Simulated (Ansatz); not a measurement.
**CHFInO (doublet): density, localisation and related maps**

Input

```
crystal:
  periodic: [false, false, false]
  atoms:
    - {symbol: C, position_ang: [-0.749825, -2.770015, -1.165991]}
    - {symbol: F, position_ang: [-2.090022, -3.065474, -1.275157]}
    - {symbol: In, position_ang: [0.782639, -4.073715, -3.020806]}
    - {symbol: O, position_ang: [-0.184625, -2.087335, -2.064140]}
    - {symbol: H, position_ang: [-0.430086, -2.831884, -0.103285]}
basis:
  gaussian:
    orbitals: def2-TZVPD
hamiltonian:
  xc: {name: PBE0}
total_charge: 0
magnetization:
  spin_polarized: true
  initial_magnetization: 1
output:
  forces: true
  orbitals: {seedname: orbitals}
```

Launched as:

```sh
ansatz run input.yaml --threads 1 --pin off --max-ram 2610MiB --events-out events.jsonl --progress --plain --runs-dir runs
```

Geometry: BLYP-D3(BJ)/def2-SVP; core potentials replace the inner electrons of In.

The calculation used isolated molecule in a Gaussian basis; Kohn-Sham density functional theory, functional PBE0 in Ansatz.

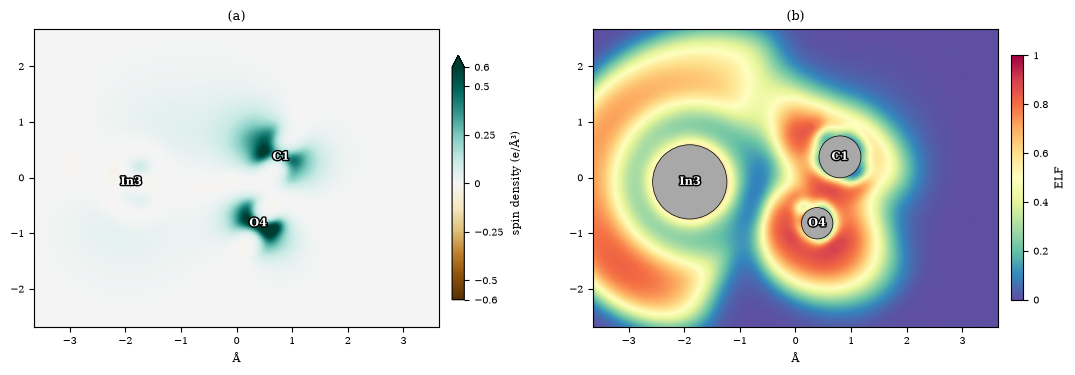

Figure 1. (a) spin density; (b) ELF on the plane of atoms C1, O4 and In3. Grey discs cover the atomic cores in the ELF map.

Question: Read the bonding off the picture.

Answer: The section cuts through C, In and O sites. C–O (1.26 Å): the ELF peaks at about 0.85 between the atoms; a polar covalent bond. In–O (2.41 Å): the ELF is about 0.10 at the midpoint. The ELF also peaks beside O4, away from the bonds: non-bonding electrons, paired or unpaired. The unpaired spin (1 electron) lies mostly on In3 (about 0.4), C1 (about 0.3) and O4 (about 0.2), in electrons by Hirshfeld's partition.

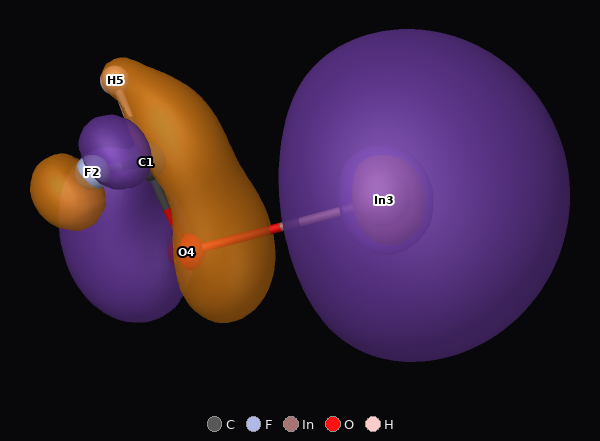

Figure 2. One frontier orbital at ±0.08 Å⁻³ᐟ² (orange and purple are the two phases), seen at an oblique angle.

Question: Which orbital is it: HOMO (β) or LUMO (β)?

Answer: The HOMO (β), at −8.06 eV. By Hirshfeld shares it lies mainly on In3 (about 75 %) and O4 (about 20 %).
